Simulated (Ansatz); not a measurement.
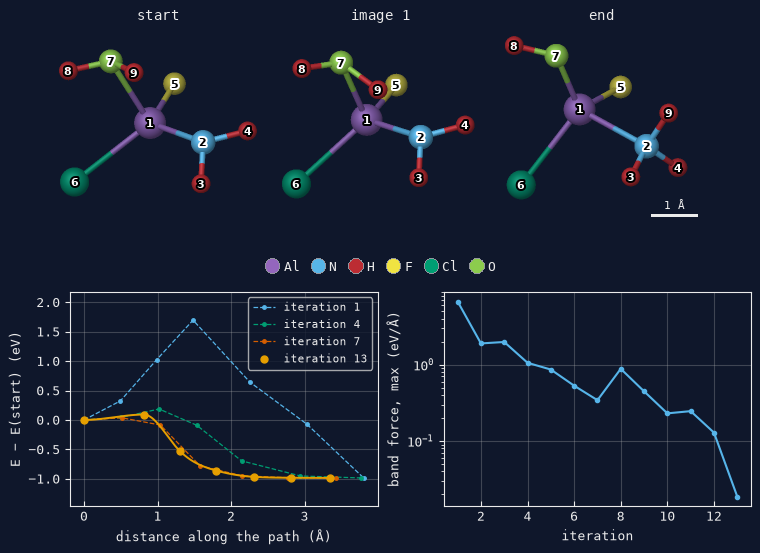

A search for the minimum-energy path of AlNH4OClF by the nudged elastic band. Images are numbered from 0 (start) to 6 (end). The plot follows the band through its iterations. Style: ball-and-stick. Shown from a free direction.

Theory: RKS PBE/def2-mTZVP (Ansatz). Run with 5 movable images; climbing image; force threshold 0.05 eV/Å; iteration limit 60; spring constant 0.1 eV/Å²; starting path through a guess of the saddle point.

Did the band converge, and can the barrier be trusted?

The run is converged, with reservations. The band converged in 13 iterations. The largest component of the band force went from 6.7 to 0.019 eV/Å. The climbing image converged on the top of the path. Its curvatures weren't checked. The spring constant is far from the usual few eV/Å², which spoils the spacing or the steps. The first iteration put the highest image at 1.70 eV. Forward barrier 0.09 eV, backward barrier 1.08 eV, with image 1 at the top; the reaction energy is −0.99 eV.
